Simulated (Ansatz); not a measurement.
A series of calculations on CH₄S₂Si

Part 1: Relaxation

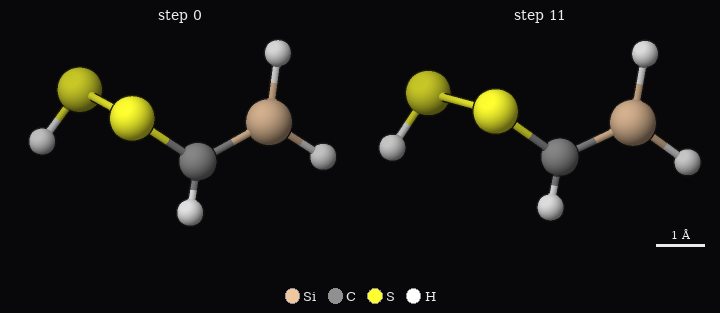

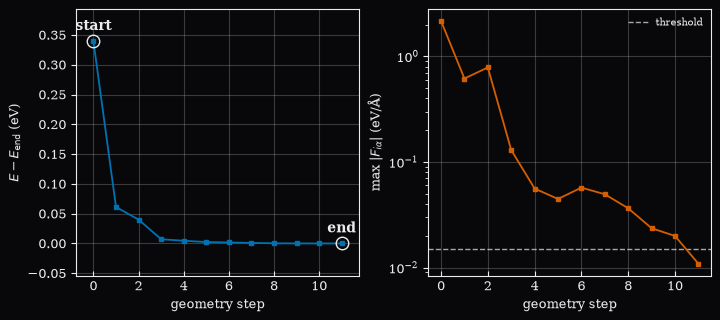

First and last geometry of a relaxation of CH4S2Si, with the history of the run. A ball-and-stick model, seen face on.

The run prepares an end point of a later path (torsion) calculation, from a guessed geometry.

Computed with RKS BHLYP-D4/6-31G in Ansatz 0.2.0.

Input
```yaml
crystal:
  periodic: [false, false, false]
  atoms:
    - { symbol: Si, position_ang: [-0.98986, 1.25993, 0.50859] }
    - { symbol: C, position_ang: [0.49323, 0.57454, -0.16215] }
    - { symbol: S, position_ang: [1.29397, -0.79928, 0.60394] }
    - { symbol: S, position_ang: [0.36418, -2.47288, -0.21011] }
    - { symbol: H, position_ang: [-1.67219, 2.38069, -0.11929] }
    - { symbol: H, position_ang: [-1.64009, 0.74403, 1.70116] }
    - { symbol: H, position_ang: [0.99528, 0.94282, -1.04502] }
    - { symbol: H, position_ang: [1.15549, -2.62986, -1.27713] }
basis:
  gaussian: { orbitals: "6-31G" }
hamiltonian:
  xc: { name: BHLYP }
  dispersion: d4
relax:
  f_tol: 0.015
  max_steps: 40
output:
  orbitals: {}
```

Command:
```bash
ansatz run input.yaml --threads 1 --pin off --max-ram 2048MiB --backend cpu --events-out ev --progress --plain --runs-dir out
```

### Did the run converge, and what did it change?

It converged. H8 moves most after the best rigid fit: 0.28 Å. Largest moves by element: H 0.28 Å, S 0.26 Å, C 0.14 Å, Si 0.09 Å. Among the contacts that change: S3–S4 2.080 → 2.263 Å, Si1–C2 1.766 → 1.726 Å, C2–S3 1.765 → 1.799 Å, S4–H8 1.338 → 1.367 Å. Bond angles that change, for instance: Si1–C2–H7 124.6° → 122.0°, H5–Si1–H6 114.7° → 117.1°. Over 11 geometry steps the energy falls by 0.340 eV. Largest force component: 2.2 eV/Å at the start, 0.011 eV/Å at the end. The run took 37 s on 1 thread of Arm Neoverse V1, with other jobs on the host, peak memory 0.13 GiB.

Part 2: Relaxation

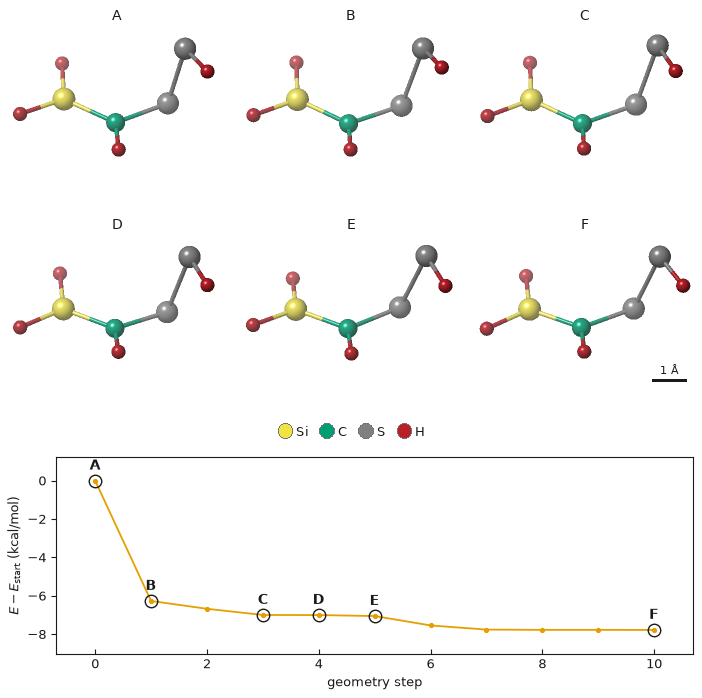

Frames of a relaxation of CH4S2Si, marked on the history of the run. A ball-and-stick model, seen at a tilt.

The run prepares an end point of a later path (torsion) calculation, from a guessed geometry.

Theory: RKS BHLYP-D4/6-31G (Ansatz).

Input
```yaml
crystal:
  periodic: [false, false, false]
  atoms:
    - { symbol: Si, position_ang: [-0.98986, 1.25993, 0.50859] }
    - { symbol: C, position_ang: [0.49323, 0.57454, -0.16215] }
    - { symbol: S, position_ang: [1.22857, 1.23848, -1.62294] }
    - { symbol: S, position_ang: [2.45707, 2.77404, -0.94399] }
    - { symbol: H, position_ang: [-1.67219, 2.38069, -0.11929] }
    - { symbol: H, position_ang: [-1.64009, 0.74403, 1.70116] }
    - { symbol: H, position_ang: [1.02233, -0.27027, 0.25437] }
    - { symbol: H, position_ang: [3.56466, 2.05346, -0.73576] }
basis:
  gaussian: { orbitals: "6-31G" }
hamiltonian:
  xc: { name: BHLYP }
  dispersion: d4
relax:
  f_tol: 0.015
  max_steps: 40
output:
  orbitals: {}
```

Launched with:
```bash
ansatz run input.yaml --threads 1 --pin off --max-ram 2048MiB --backend cpu --events-out ev --progress --plain --runs-dir out
```

Describe the path.

Over 10 geometry steps the energy falls by 7.78 kcal/mol. Largest force component: 2.3 eV/Å at the start, 0.015 eV/Å at the end. The atom that moves furthest after the best rigid fit is H8 (0.28 Å). By element the largest moves are H 0.28 Å, S 0.27 Å, C 0.14 Å, Si 0.09 Å. Some distances before and after: S3–S4 2.080 → 2.263 Å, Si1–C2 1.766 → 1.726 Å, C2–S3 1.765 → 1.800 Å, S4–H8 1.338 → 1.367 Å. Bond angles that change, for instance: Si1–C2–H7 124.6° → 122.0°, H5–Si1–H6 114.7° → 117.1°, C2–Si1–H6 123.3° → 121.3°. The run took 35 s on 1 thread of Arm Neoverse V1, with other jobs on the host, peak memory 0.13 GiB. From step 0 to 1: H8 moves most (0.20 Å), energy −6.27 kcal/mol. From step 1 to 3: H8 moves most (0.13 Å), energy −0.73 kcal/mol. From step 3 to 4: H7 moves most (0.20 Å), energy 0.00 kcal/mol. From step 4 to 5: H5 moves most (0.20 Å), energy −0.05 kcal/mol. From step 5 to 10: H6 moves most (0.16 Å), energy −0.72 kcal/mol.

```tsv
step	E − E(0), kcal/mol	largest force component, eV/Å
0	0.00	2.3301
1	-6.27	0.6682
2	-6.68	0.7404
3	-7.00	0.5569
4	-7.00	0.3061
5	-7.05	0.1986
6	-7.54	0.1515
7	-7.76	0.0249
8	-7.77	0.0165
9	-7.77	0.0391
10	-7.78	0.0149
```

Part 3: Path

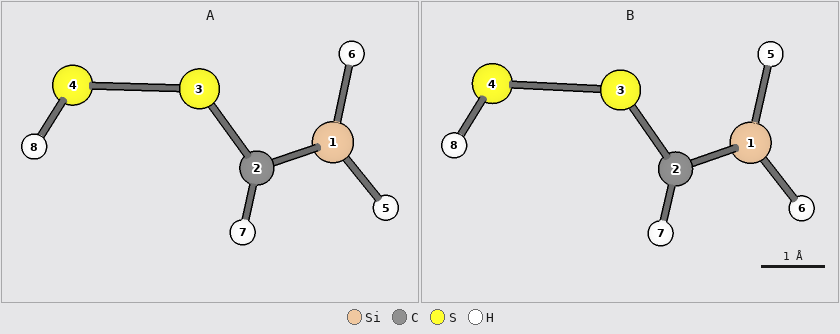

The two relaxed end points of a path for CH4S2Si. The picture is a ball-and-stick view, seen at a tilt.

Theory: RKS BHLYP-D4/6-31G (Ansatz).

Input file:
```yaml
crystal:
  periodic: [false, false, false]
  atoms:
    - { symbol: Si, position_ang: [-1.011443, 1.341885, 0.524841] }
    - { symbol: C, position_ang: [0.360295, 0.53758, -0.145768] }
    - { symbol: S, position_ang: [1.183383, -0.811633, 0.713645] }
    - { symbol: S, position_ang: [0.45359, -2.664342, -0.362244] }
    - { symbol: H, position_ang: [-1.594202, 2.539297, -0.123437] }
    - { symbol: H, position_ang: [-1.600994, 0.919207, 1.81114] }
    - { symbol: H, position_ang: [0.795839, 0.837103, -1.08282] }
    - { symbol: H, position_ang: [1.413542, -2.699107, -1.335367] }
basis:
  gaussian: { orbitals: "6-31G" }
hamiltonian:
  xc: { name: BHLYP }
  dispersion: d4
neb:
  order_check: false
  images: 9
  f_tol: 0.05
  max_iterations: 55
  initial_path: idpp
  final_atoms:
    - { symbol: Si, position_ang: [-1.01232274, 1.34334023, 0.52502998] }
    - { symbol: C, position_ang: [0.35743049, 0.53527354, -0.14609736] }
    - { symbol: S, position_ang: [1.18140415, -0.81321586, 0.71542545] }
    - { symbol: S, position_ang: [0.45625514, -2.66579256, -0.36380959] }
    - { symbol: H, position_ang: [-1.59996754, 0.92550223, 1.8138412] }
    - { symbol: H, position_ang: [-1.59282275, 2.54085158, -0.12485914] }
    - { symbol: H, position_ang: [0.79190273, 0.83233899, -1.08434192] }
    - { symbol: H, position_ang: [1.41813053, -2.69830813, -1.33519861] }
```

Launched with:
```bash
ansatz run input.yaml --threads 1 --pin off --max-ram 2048MiB --backend cpu --events-out ev --progress --plain --runs-dir out
```

Question: What barrier does the band find between them, and by what path?

Answer: The two ends have the same energy, and the highest point, image 5, lies 32.9 kcal/mol above the start. The motion is a rotation about the Si1–C2 bond by about 180°. No bond forms or breaks between the ends. Bond angles that change up to the highest image, for instance: Si1–C2–S3 121.8° → 88.3°, Si1–C2–H7 122.0° → 139.7°. The band converged in 19 iterations, with a climbing image at the top. At the top, the vibrational analysis gives one imaginary mode (279i cm⁻¹), as a transition state must have.

Energies of the converged images:

```json
{"image": "0", "path (Å)": "0.00", "E (kcal/mol)": "0.0"}
{"image": "1", "path (Å)": "0.74", "E (kcal/mol)": "1.4"}
{"image": "2", "path (Å)": "1.48", "E (kcal/mol)": "9.5"}
{"image": "3", "path (Å)": "2.23", "E (kcal/mol)": "24.0"}
{"image": "4", "path (Å)": "2.97", "E (kcal/mol)": "31.9"}
{"image": "5", "path (Å)": "3.71", "E (kcal/mol)": "32.9"}
{"image": "6", "path (Å)": "4.32", "E (kcal/mol)": "25.4"}
{"image": "7", "path (Å)": "4.93", "E (kcal/mol)": "11.9"}
{"image": "8", "path (Å)": "5.54", "E (kcal/mol)": "3.1"}
{"image": "9", "path (Å)": "6.15", "E (kcal/mol)": "0.3"}
{"image": "10", "path (Å)": "6.76", "E (kcal/mol)": "0.0"}
```

The geometry at the top of the path:

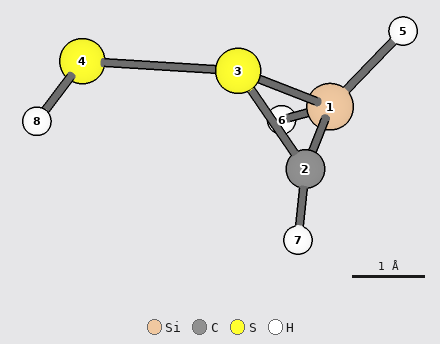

Cost: 8.2 min on 1 thread of Arm Neoverse V1 (shared host), peak memory 0.14 GiB.
